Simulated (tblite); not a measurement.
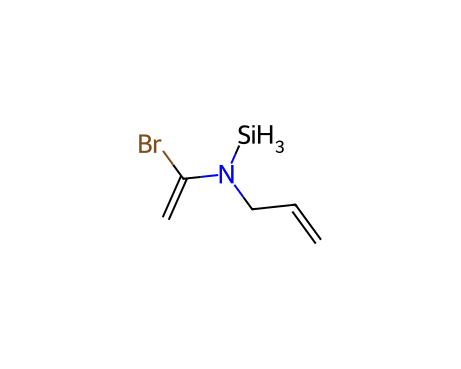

Figure made from data computed with tblite.

> Give its SMILES.

C=CCN([SiH3])C(=C)Br

> What is the molecular formula?

C5H10BrNSi.

> An optimisation with GFN2-xTB gave a structure of which point group?

C1. Other conformers may differ.
